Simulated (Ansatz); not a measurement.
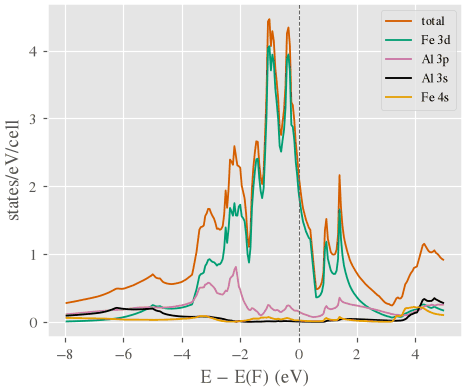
Figure. Total and projected density of states of AlFe (CsCl type, Pm-3m), PBE (plane waves, PAW; program Ansatz)

### Question
Which orbitals carry the states next to the Fermi level?

### Answer
Within 0.5 eV of the Fermi level: Fe 3d 90 %, Al 3p 6 %. Projections are on Löwdin-orthogonalised atomic valence shells; empty p or d shells of many metals are not among them.

### Question
Where is the tallest occupied peak in this window, and what makes it?

### Answer
Near -1.0 eV, about 4.5 states/eV per cell; the largest projected share is Fe 3d.

Symmetry was held in the PBE relaxation. The final state is ferromagnetic, chosen from 4 collinear starts compared on coarse meshes (ties went to the first, and starts can fall back to one state), not a proven ground state.

Potentials: the later of the program's two PAW sets.
